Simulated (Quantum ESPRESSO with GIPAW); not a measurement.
# From 13C NMR to local structure in CaZnC2O6

A crystal of composition CaZnC2O6 (one database entry, not always the ambient form) has the 13C spectrum and parameters below, calculated by GIPAW (PBEsol; shifts against TMS, scatter of the reference line 0.8 ppm; spans on the shift scale).

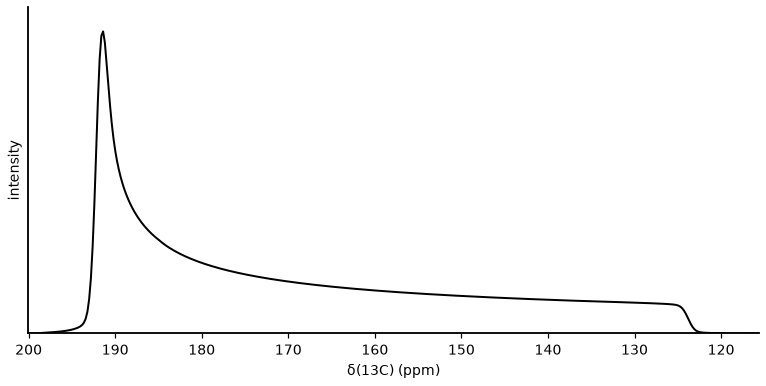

Simulated spectrum: 13C static powder, 7.05 T (75.5 MHz), lines broadened by 1.4 ppm; rigid lattice, with dipolar and J couplings left out. Most prominent maxima (ppm: height): 191.4: 1.00.

```
line  δ_iso (ppm)  relative area  span (ppm)  skew
   A        169.2              1        68.1  1.00
```

Q: What surrounds each C site, and how symmetric is it?

A: skew ±1 point to an axis of order three or more.  The structure behind these values (space group R-3; other structures could give like values):

```csv
line,surroundings,neighbours,bonds (Å),site symmetry
A,CO3,3,1.297,3
```

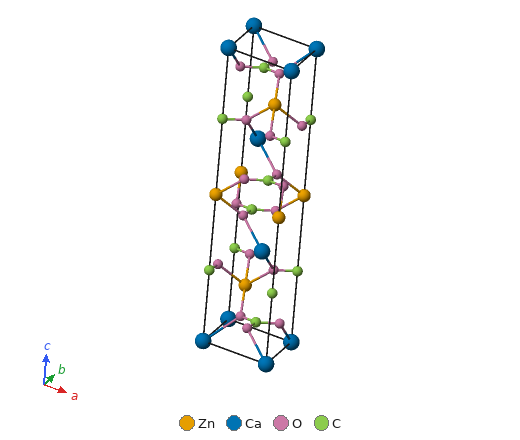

The structure (zinc orange, calcium blue, oxygen pink, carbon green). Bonds to atoms that aren't drawn are left out. Some periodic images of atoms are drawn too.

[Banner, clock, file and message-heading lines were taken out of the pw.x and gipaw.x logs.]

[Logs are printed without paths, hosts, clocks, repeated set-up lines and the standing remarks that a program may print on its own settings, such as how far it seeks lower states.]

[Hosts, paths, dates, database ids (printed as entryN), source tags and the programs' standing remarks are cut or masked in the printed files.]
